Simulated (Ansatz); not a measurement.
MgS: pressure series

Base system: MgS in the rock salt structure (space group Fm-3m, No. 225; a = 5.129 Å).

Cell and atoms are relaxed at each pressure.

Computed with DFT with LDA, PAW potentials and a 420 eV plane-wave cutoff in Ansatz (a program for electronic structure), spin-orbit coupling left out.

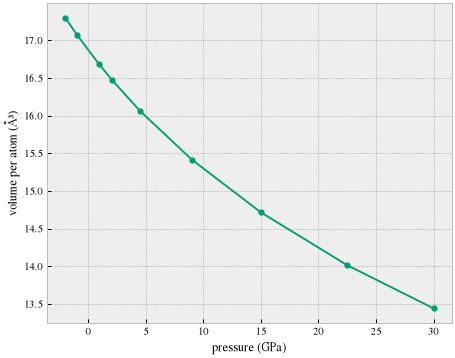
Volume against pressure

Question: Estimate the zero-pressure bulk modulus from the plot.

Answer: About 83 GPa; a third-order Birch–Murnaghan fit to the points gives V₀ = 16.87 Å³/atom, B₀ = 83 GPa and B₀′ = 4.1.

Measured bulk modulus of MgS: 81 GPa (static lattice; corrected from measurement; as listed in Tamar Goldzak et al., The Journal of Chemical Physics (2022)); the computed value is 3 % above it.

Between the base and pressure 9 GPa the gap moves from 2.65 eV to 2.83 eV, a mean slope of 20 meV/GPa.

Load acts through the strain it causes; cell and atoms are relaxed under it. Whether these cells are dynamically stable was not tested. No other phases were tried under pressure.
